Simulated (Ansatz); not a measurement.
H8NPSi2 (SMILES [SiH3]N[SiH2]P)

```json
{"atom": "N", "x (Å)": "-1.5621", "y (Å)": "-1.5596", "z (Å)": "-0.1733"}
{"atom": "P", "x (Å)": "1.4663", "y (Å)": "-1.8038", "z (Å)": "1.5304"}
{"atom": "Si", "x (Å)": "-1.9461", "y (Å)": "-0.1449", "z (Å)": "-1.1218"}
{"atom": "Si", "x (Å)": "-0.0542", "y (Å)": "-2.4294", "z (Å)": "-0.0515"}
{"atom": "H", "x (Å)": "-3.3093", "y (Å)": "-0.2724", "z (Å)": "-1.7061"}
{"atom": "H", "x (Å)": "-0.9330", "y (Å)": "-0.0481", "z (Å)": "-2.2025"}
{"atom": "H", "x (Å)": "-1.9220", "y (Å)": "1.1252", "z (Å)": "-0.3398"}
{"atom": "H", "x (Å)": "-2.2680", "y (Å)": "-1.8348", "z (Å)": "0.5050"}
{"atom": "H", "x (Å)": "-0.3602", "y (Å)": "-3.8567", "z (Å)": "0.2413"}
{"atom": "H", "x (Å)": "0.6391", "y (Å)": "-2.3057", "z (Å)": "-1.3590"}
{"atom": "H", "x (Å)": "1.3959", "y (Å)": "-0.4077", "z (Å)": "1.2523"}
{"atom": "H", "x (Å)": "0.5321", "y (Å)": "-1.7361", "z (Å)": "2.6057"}
```

Geometry: B3LYP/6-31G*.

Theory: isolated molecule in a Gaussian basis; Kohn-Sham density functional theory, functional PBE0 in Ansatz 0.2.0.

### Predict the electron density and electron localisation function between the atoms.

Si–N (1.75 Å): the density is about 1.1 e/Å³ at the midpoint; the ELF peaks at about 0.90 between the atoms: a polar covalent bond.
N–H (1.02 Å): the density is about 2.8 e/Å³ at the midpoint; the ELF climbs to about 1 towards the hydrogen, as it does in any bond to H (an ordinary covalent bond to hydrogen).

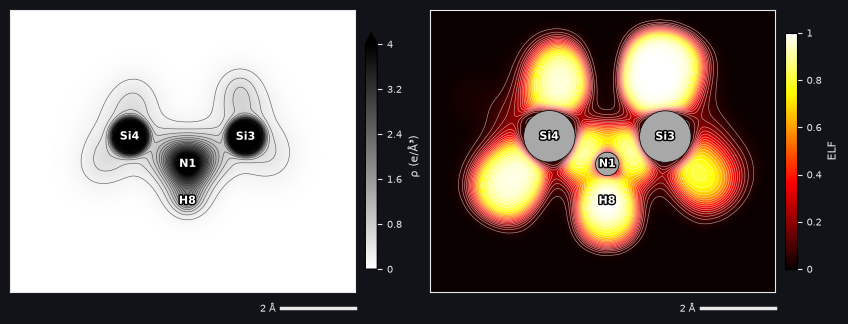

Computed electron density and electron localisation function on the plane of atoms Si3, N1 and Si4, in this order. Grey discs cover the atomic cores in the ELF map. 
